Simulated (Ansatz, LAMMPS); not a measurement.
# Static equation of state of amorphous Ge (61 atoms)

Density of this cell: 4.94 g/cm³. The cell holds 61 atoms: 61 Ge. Its edges and angles: a = 10.149 Å, b = 12.451 Å, c = 11.788 Å, α = 89.4°, β = 88.1°, γ = 90.0°. The starting structure: 61 atoms (61 Ge) placed at random at 5.23 g/cm³, melted at 3500 K for 10 ps at fixed volume with the Tersoff potential (Tersoff, Phys. Rev. B 39, 5566 (1989)). Quenched from 3500 K to 300 K at 6 K/ps and fixed volume, annealed at 1300 K for 20 ps, held 5 ps.

Calculated with Ansatz 0.2.0: Kohn-Sham DFT, PBE, PAW (set soft_1), plane waves; cutoff 420 eV, Γ point, gaussian smearing of 0.05 eV. Cell and atoms were relaxed first, to V0 = 24.406 Å³ an atom at a residual P0 = -0.010 GPa. The cell was then scaled evenly, and the atoms were relaxed at each volume.

| volume (Å³/atom) | pressure (GPa) |
| --- | --- |
| 21.965 | ? |
| 22.942 | 3.374 |
| 23.674 | 1.582 |
| 25.138 | -1.378 |
| 25.870 | -2.506 |

**Question.** Fit the third-order Birch–Murnaghan equation to the rows given and extrapolate to the withheld row.

**Working.**

Take the Eulerian strain f = ½[(V0/V)^(2/3) − 1] and the normalised pressure F = (P − P0) / [3f(1 + 2f)^(5/2)]. The third-order Birch–Murnaghan equation is then the line F = B0 + (3/2)B0(B′ − 4) f, so u = f and v = F.

```
      u = f  v = F (GPa)
  0.0210565      48.3170
  0.0102569      49.1631
-0.00975675      49.1146
 -0.0190505      48.1363
```

With n = 4: mean u = 6.2653e-4, mean v = 48.6827, Σ(u − ū)² = 0.0010051, Σ(u − ū)(v − v̄) = 0.0034224. Slope b = 0.0034224 / 0.0010051 = 3.4050; intercept a = v̄ − b ū = 48.681.

So B0 = a = 48.7 GPa and B′ = 4 + 2b/(3a) = 4.05. At the withheld volume f = 0.03638, F = a + b f = 48.80 GPa, and P = P0 + 3f(1 + 2f)^(5/2) F.

Prediction at 21.965: 6.340 GPa. The run gave 5.831 GPa, so the fit is high by 0.51 GPa (8.7 % of the value).

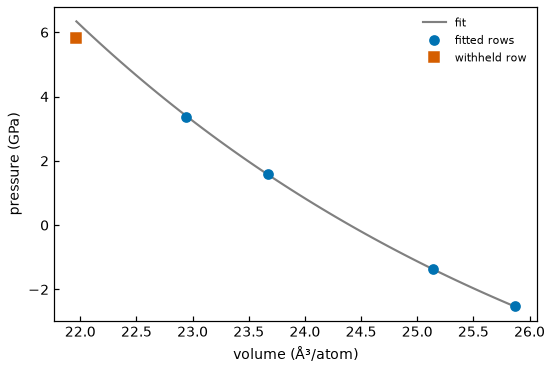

The fit, the rows that it rests on and the withheld row.

The series isn't one smooth equation of state: even a line fitted to all rows, the withheld one included, misses F by up to 3.5 %, the count of bonds changes along the series and an atom moves over 0.5 Å in some relaxation. B0 and B′ are then only the numbers of this fit, not moduli of the material. Among the rows given, the largest miss of the fit is at 22.942, by 0.030 GPa (0.37 % of the range of the table).

Limits: Static cells at zero temperature; the cell shape is held. The program notes that the SCF threshold of these relaxations is loose for the stress. The quench rate of 6 K/ps is many orders above laboratory rates, so the cell is likely richer in defects and strain than a real sample. The network of bonds at the start is that of the classical potential that made the cell, and needn't be the one that DFT or experiment would give. Only the Γ point is sampled, in a cell whose shortest periodic width is 10 Å.

[Logs are printed without paths, hosts, clocks, repeated set-up lines and the standing remarks that a program may print on its own settings, such as how far it seeks lower states.]

[Hosts, paths, dates, database ids (printed as entryN), source tags and the programs' standing remarks are cut or masked in the printed files.]
